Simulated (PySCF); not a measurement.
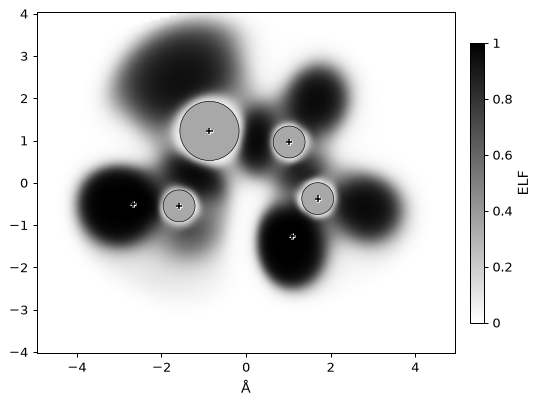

The electron localisation function on a plane through atoms (crosses mark nuclei in the plane; grey discs cover the cores).

Computed with PBE0/pcSseg-1, SCF density, gas phase, non-relativistic (PySCF 2.14.0).

Candidates:
A. C4H2F4O
B. C7H11 (charge +1)
C. C4H9Si (SMILES C[SiH-]C1CC1) (charge −1)

Question: Which candidate gave the map?

Answer: Candidate C: C4H9Si on the plane of atoms Si2, C3 and C5, which holds C, Si and H. C–C (1.50 Å): the ELF peaks at about 0.85 between the atoms, as expected for a covalent bond. C–Si (1.90 Å): the ELF peaks at about 0.95 between the atoms, as expected for a shared electron pair.
